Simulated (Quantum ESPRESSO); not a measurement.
Effort and miss along a sweep of ecutwfc: MgSi (P-1, 12 atoms in the cell)

Cell: a = 4.3852 Å, b = 6.3122 Å, c = 8.9570 Å, α = 75.97°, β = 88.28°, γ = 71.60°.

Computed with PBEsol, GBRV 1.5 ultrasoft (PBESOL) pseudopotentials (plane waves; Quantum ESPRESSO).

Base settings: ecutwfc = 40 Ry; ecutrho = 200 Ry; occupations = smearing; smearing = marzari-vanderbilt; degauss = 0.0073499 Ry; potentials = {Mg: mg_pbesol_v1.4.uspp.F.UPF, Si: si_pbesol_v1.uspp.F.UPF}; K_POINTS = automatic 4 3 2 0 0 0; conv_thr = 1e-09 Ry; mixing_beta = 0.5.

Misses are taken against the tightest run, 80 Ry (ecutrho: 200 Ry → 400 Ry), which need not be fully converged itself. The energy is the free energy per atom.

The count of work is k-points × plane waves × bands × iterations; it is no time, and leaves out set-up, grids and terms that scale otherwise. Core times come from one kind of shared machine and are given to one figure; runs under 30 s give none.

The starting cell comes from a database of computed structures (which also holds hypothetical and non-ambient phases and stackings), without a prior relaxation at this level. Without a gap this mesh is coarse (it stands for a supercell whose shortest vector is 18 Å).

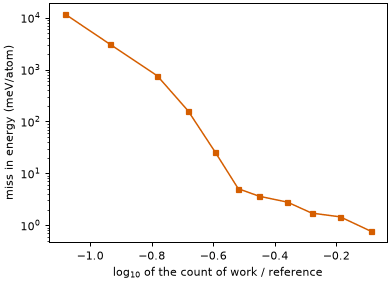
*Miss against the count of work; the reference run is not drawn, and misses under 0.1 meV/atom are drawn there.*

```csv
ecutwfc,energy less reference (meV/atom),pressure less reference (GPa),largest difference in the force on any atom (eV/Å),count of work / reference,core time / reference (rough)
16 Ry (ecutrho: 200 Ry → 80 Ry),11949.63,-359.31,0.111,0.083,0.08
20 Ry (ecutrho: 200 Ry → 100 Ry),3125.08,-120.35,0.024,0.12,0.1
24 Ry (ecutrho: 200 Ry → 120 Ry),758.31,-37.71,0.007,0.17,0.1
28 Ry (ecutrho: 200 Ry → 140 Ry),160.67,-10.58,0.002,0.21,0.3
32 Ry (ecutrho: 200 Ry → 160 Ry),26.35,-2.24,0.001,0.25,0.3
36 Ry (ecutrho: 200 Ry → 180 Ry),5.06,-0.24,0.000,0.30,0.4
40 Ry,3.62,0.02,0.000,0.35,0.3
46 Ry (ecutrho: 200 Ry → 230 Ry),2.79,-0.03,0.000,0.44,0.5
52 Ry (ecutrho: 200 Ry → 260 Ry),1.71,0.00,0.000,0.52,0.5
60 Ry (ecutrho: 200 Ry → 300 Ry),1.45,0.01,0.000,0.65,0.6
70 Ry (ecutrho: 200 Ry → 350 Ry),0.76,-0.02,0.000,0.82,0.7
80 Ry (ecutrho: 200 Ry → 400 Ry),0.00,0.00,0.000,1.0,1
```

Coarsest setting among those run that, with all tighter ones, holds the energy within 10 meV/atom of the reference: 36 Ry (ecutrho: 200 Ry → 180 Ry), off by 5.1 meV/atom; it needs 0.30 of the reference's count of work and about 0.4 of the reference's time.

Coarsest setting among those run that, with all tighter ones, holds the energy within 2 meV/atom of the reference: 52 Ry (ecutrho: 200 Ry → 260 Ry), off by 1.7 meV/atom; its saving against the reference is no more than about a factor of 2 in the count of work.

The step from 16 Ry (ecutrho: 200 Ry → 80 Ry) to 46 Ry (ecutrho: 200 Ry → 230 Ry): it takes the miss in the energy from 12000 to 2.8 meV/atom, for 5.3 times the count of work and roughly 7 times the time.
